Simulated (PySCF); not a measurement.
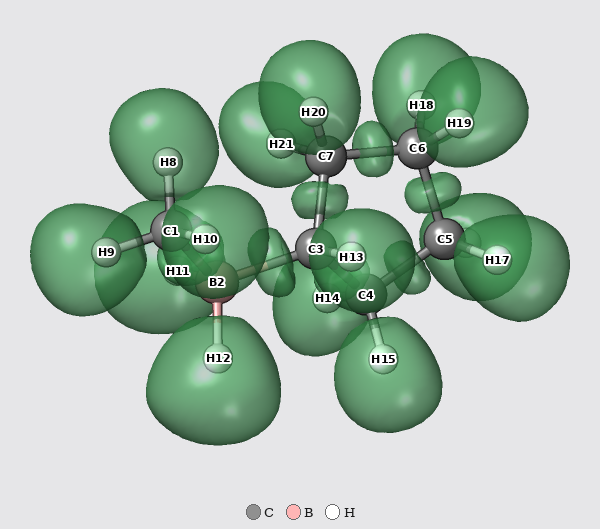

Figure. C6H14B (SMILES C[BH2-]C1CCCC1) (charge −1). Isosurface of the electron localisation function at 0.8 (green), seen at a tilt. Core shells and regions of very low density are left out.

Geometry: GFN2-xTB.

These are results of PBE0/pcSseg-1, SCF density, gas phase, non-relativistic in PySCF 2.14.0, not measurements.

```xyz
21

C     2.8143   -0.1846    0.0878
B     1.6164    0.1763   -0.9854
C     0.1815    0.3739   -0.1788
C    -0.9998    0.7637   -1.0669
C    -2.2526    0.5193   -0.2134
C    -1.8559   -0.5857    0.7824
C    -0.3711   -0.8775    0.5042
H     2.6278   -1.1190    0.6242
H     3.7852   -0.2964   -0.4047
H     2.9365    0.5943    0.8465
H     1.5039   -0.7247   -1.8077
H     1.8895    1.2178   -1.5698
H     0.2847    1.1532    0.5915
H    -1.0127    0.1130   -1.9445
H    -0.9377    1.7955   -1.4163
H    -3.1174    0.2314   -0.8197
H    -2.5233    1.4328    0.3242
H    -2.4764   -1.4794    0.6606
H    -1.9904   -0.2364    1.8105
H     0.1690   -1.1274    1.4183
H    -0.2805   -1.7231   -0.1813
```

### Identify the bonds, lone pairs and shells in this picture.

The surface consists of two regions between bonded B–C atoms (shared pairs), five regions between bonded C–C atoms (shared pairs) and 14 regions around hydrogen nuclei. Along the contacts the grid gives the following. C–C (1.53 Å): the ELF peaks at about 0.95 between the atoms (a covalent bond). C–B (1.65 Å): the ELF peaks at about 0.95 between the atoms, as expected for localised, covalent bonding.
